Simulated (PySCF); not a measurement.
SMILES [SeH][Be][CH2]C (C₂H₆BeSe) at its B3LYP/def2-SVP optimised geometry (Å):

```
10

Be    -0.2502    -0.7395     0.0000
C     -0.3079     0.9403     0.0251
C     -0.1925     1.6929    -1.3168
H      0.4840     1.2952     0.7170
H     -1.2513     1.2327     0.5318
H     -0.9958     1.4087    -2.0170
H      0.7630     1.4801    -1.8251
H     -0.2506     2.7876    -1.1878
Se    -0.2275    -2.7876     0.0000
H      1.2513    -2.7876     0.0000
```

Method: B3LYP/def2-TZVP (PySCF 2.14.0). Cells within 0.4 Å of a nucleus heavier than hydrogen are left out (blank, or x).

Map of the Laplacian of the electron density (e/bohr⁵), clipped to [-1.50, 1.50] on the plane z = 0.0 Å:

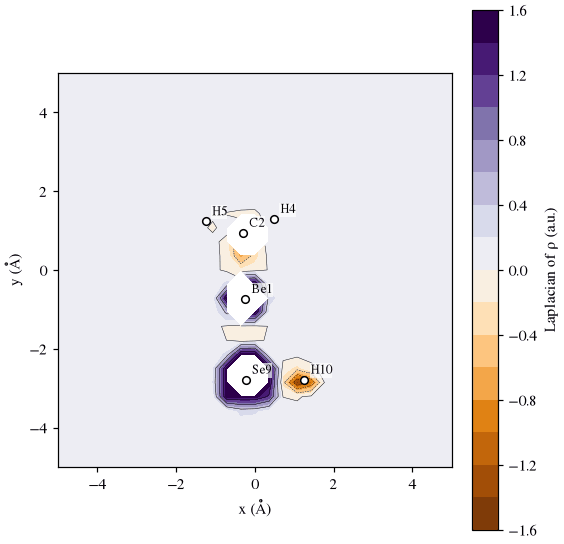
*Laplacian of the electron density (e/bohr⁵), clipped to [-1.50, 1.50] on the plane z = 0.0 Å.*
